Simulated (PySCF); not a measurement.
# F2O2Re (Re(O)2(F)2-): the cost of one run

Computed with PySCF 2.14.0. Level: several levels, as the steps say, no spin–orbit coupling.

2 further runs of the same task are left out: 2 for a known fault of the program.

### 1 The starting structure

5 atoms, charge -1, spin multiplicity 1.

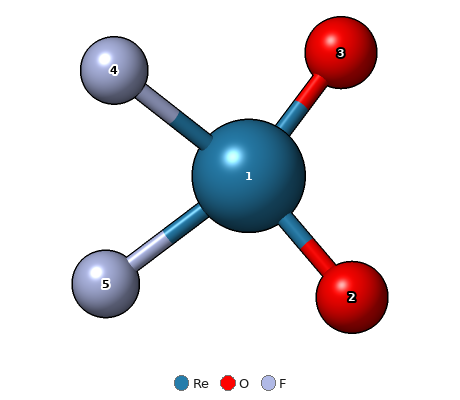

The geometry (rhenium blue, oxygen red, fluorine light blue); atoms are numbered from 1 in the order of the file.

Geometry (Å):

| atom | x (Å) | y (Å) | z (Å) |
| --- | --- | --- | --- |
| Re1 | 0.06654 | 0.06654 | 0.00000 |
| O2 | 1.72539 | -0.10357 | 0.45183 |
| O3 | -0.10357 | 1.72539 | -0.45183 |
| F4 | -1.80746 | -0.17121 | 0.44019 |
| F5 | -0.17121 | -1.80746 | -0.44019 |

Formal oxidation states: Re +5. An earlier session relaxed this geometry at PBE, Re def2-SVP with ECP60, O def2-SVP, F def2-SVP (singlet, point group C2).

At PBE on the finer grid: E = -428.090954 Eh, HOMO 0.21 eV, LUMO 2.08 eV, Mulliken charge on Re1 +0.52 e, largest force component 0.004 eV/Å. The highest filled level lies above zero; it isn't the detachment energy.

Levels to run: TPSS; HF; M06-L; CAM-B3LYP; PBE, TZVP; PBE, x2c-SVP. Hardware: 2 threads of Intel Xeon 6975P-C (Granite Rapids), shared host.

### 2 TPSS

run.py (the lines that set the calculation) reads:

```python
mol = gto.M(atom='''
Re     0.06654     0.06654     0.00000
O      1.72539    -0.10357     0.45183
O     -0.10357     1.72539    -0.45183
F     -1.80746    -0.17121     0.44019
F     -0.17121    -1.80746    -0.44019''',
    basis={'Re': 'def2-SVP', 'O': 'def2-SVP', 'F': 'def2-SVP'},
    ecp={'Re': 'def2-SVP'},
    charge=-1, spin=0)
mf = dft.RKS(mol, xc='TPSS')
mf.grids.atom_grid = (75, 302)
mf = mf.density_fit()  # fitting sets: Re def2-universal-JKFIT, O def2-universal-JKFIT, F def2-universal-JKFIT
mf.conv_tol = 1e-08; mf.max_cycle = 55
mf.kernel(dm0)  # dm0: the density of the relaxed state
```

Launch:

```sh
OMP_NUM_THREADS=2 python run.py
```

**Question.** How long does this run take on 2 threads of Intel Xeon 6975P-C (Granite Rapids), shared host?

About 4.1 s.
